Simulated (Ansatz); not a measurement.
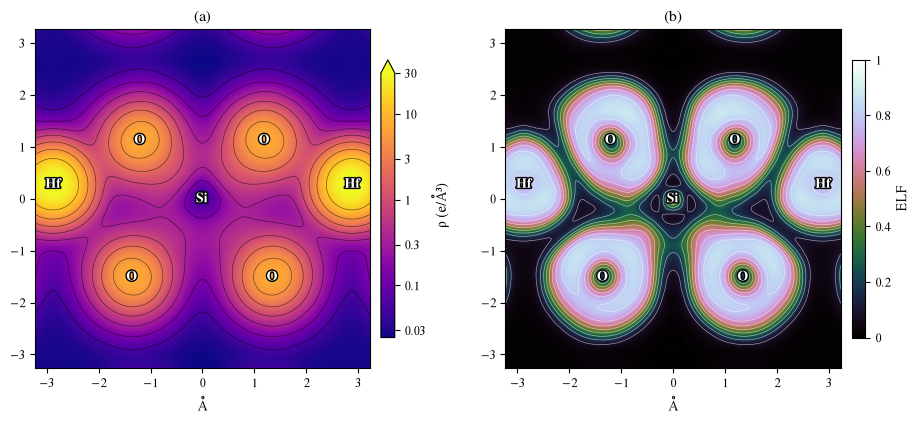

The picture shows: HfSi₃O₈. (a) valence charge density (pseudo); (b) ELF on the (100) plane of the conventional cell.

Space group Pmm2; a structure from a database of computed crystals, not necessarily the ambient phase; started from the tetragonal host prototype, which need not be the ambient phase.

Method: DFT, PBEsol, plane waves, PAW in Ansatz 0.2.0.

In a PAW calculation such maps are meaningful between the atoms, not at the nuclei.

Input file:

```
crystal:
  lattice:
    - [3.5380869077, 0.0, 0.0]
    - [0.0, 5.7656194115, 0.0]
    - [0.0, 0.0, 6.5026993037]
  atoms:
    - { symbol: Si, position: [0.5, 0.247020713, 0.5776767221] }
    - { symbol: Si, position: [0.0, 0.0, -0.0929497635] }
    - { symbol: O, position: [0.5, 0.0, 0.4407675917] }
    - { symbol: O, position: [0.0, 0.2101289788, 0.0806359959] }
    - { symbol: O, position: [0.0, 0.2340570012, 0.6671979119] }
    - { symbol: O, position: [0.5, 0.0, 0.824508285] }
    - { symbol: Si, position: [0.5, 0.752979287, 0.5776767221] }
    - { symbol: Hf, position: [0.0, 0.5, -0.0587066118] }
    - { symbol: O, position: [0.5, 0.5, 0.4366537939] }
    - { symbol: O, position: [0.0, 0.7898710212, 0.0806359959] }
    - { symbol: O, position: [0.0, 0.7659429988, 0.6671979119] }
    - { symbol: O, position: [0.5, 0.5, 0.798705445] }
kpoints:
  mp_grid: { grid: [6, 4, 4] }
hamiltonian:
  xc: pbesol
scf:
  occupations: { method: fermi_dirac, width: 0.02 }
relax:
  f_tol: 0.005
  cell: {}
output:
  write_density: true
  write_potential: true
  elf: true
  volumetric_format: npy
```

Below, planes, directions and counts refer to the conventional cell (a = 3.51 Å, b = 5.76 Å, c = 5.82 Å, α = 90.00°, β = 90.00°, γ = 90.00°).

The fields are those of the relaxed geometry.

> What do the fields say about this system?

Atoms in the plane: Si, O and Hf. Si–O (1.65 Å): ρ at the midpoint is about 1.2 e/Å³; the ELF peaks at about 0.85 between the atoms. Hf–O (1.89 Å): ρ is about 1.4 e/Å³ halfway, with its minimum of 1.2 e/Å³ about 1.0 Å from Hf; the ELF peaks at about 0.80 in the valence shell of O, 0.5 Å from its nucleus, and drops to about 0.25 between the two atoms: no localised pair shows between them. Between the atoms the lowest density in this plane is 0.02 e/Å³. The features right at Hf lie inside the PAW spheres, where the map follows smoothed inner orbitals and isn't to be read closely.
